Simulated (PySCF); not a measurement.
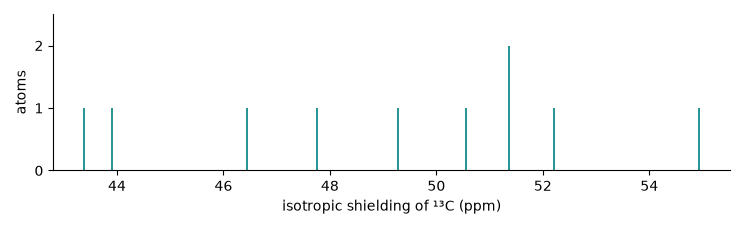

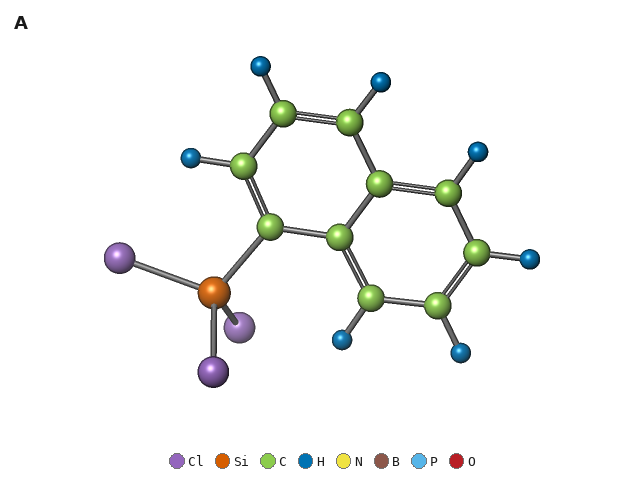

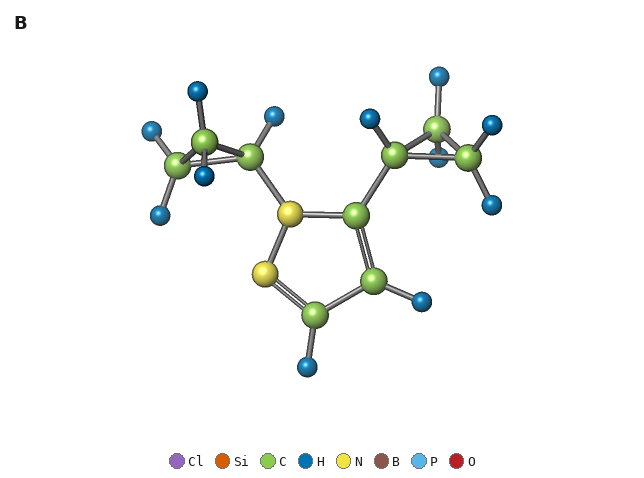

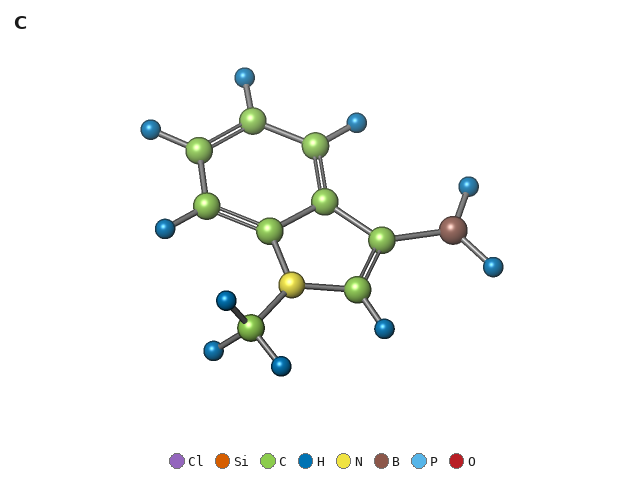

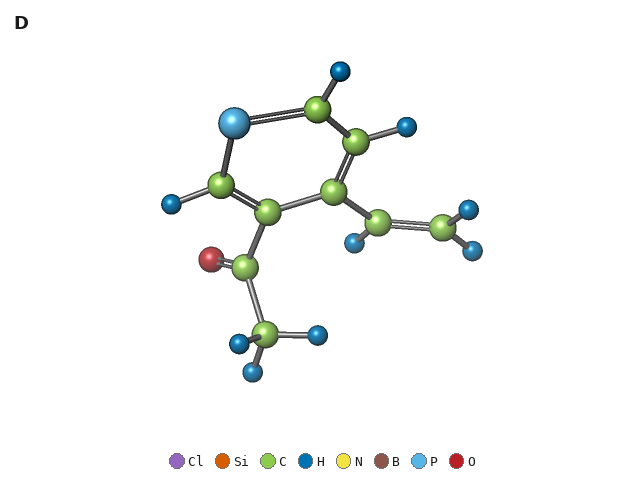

The sticks are computed shieldings of one of the molecules, for one fixed geometry (PBE0-D3(BJ)/def2-SVP) without averaging over rotations. Low shielding means a high chemical shift. Method: GIAO PBE0/pcSseg-1 NMR shielding, non-relativistic, gas phase (PySCF 2.14.0).

Match the spectrum to a structure.

Answer. A, `Cl[Si](Cl)(Cl)c1cccc2ccccc12`. Its 10 C atoms give lines at 43.4, 43.9, 46.4, 47.8, 49.3, 50.6, 51.4 (2 atoms), 52.2, 54.9 ppm.

The geometry is semi-empirical. Around B, P such bond lengths and angles can be off by a tenth of an ångström or more and by several degrees, and values that hang on the shape move with them.
